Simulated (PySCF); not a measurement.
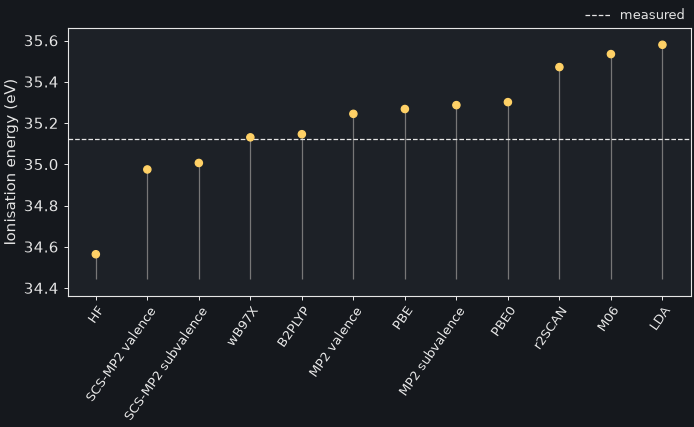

The ionisation energy of O⁺ ([He] 2s² 2p³ → [He] 2s² 2p²) across levels of theory. PySCF, aug-cc-pCVQZ-DK, spin-free X2C-1e, unrestricted single determinants, no spin-orbit coupling. Methods marked “valence” freeze 2 core electrons; methods marked “subvalence” freeze no core electrons.

### Summarise the spread and list the values.

The values run from 34.56 eV (HF) to 35.58 eV (LDA). The measured value is 35.12 eV; nearest to it come wB97X (+0.01) and B2PLYP (+0.02), furthest HF (−0.56 eV). These values lack spin-orbit coupling; with the first-order correction of −0.027 eV added, B2PLYP comes nearest (−0.00).

| Method | Ionisation energy (eV) |
| --- | --- |
| HF | 34.56 |
| LDA | 35.58 |
| PBE | 35.27 |
| PBE0 | 35.30 |
| r2SCAN | 35.47 |
| M06 | 35.53 |
| wB97X | 35.13 |
| B2PLYP | 35.15 |
| MP2 valence | 35.24 |
| SCS-MP2 valence | 34.97 |
| MP2 subvalence | 35.29 |
| SCS-MP2 subvalence | 35.01 |
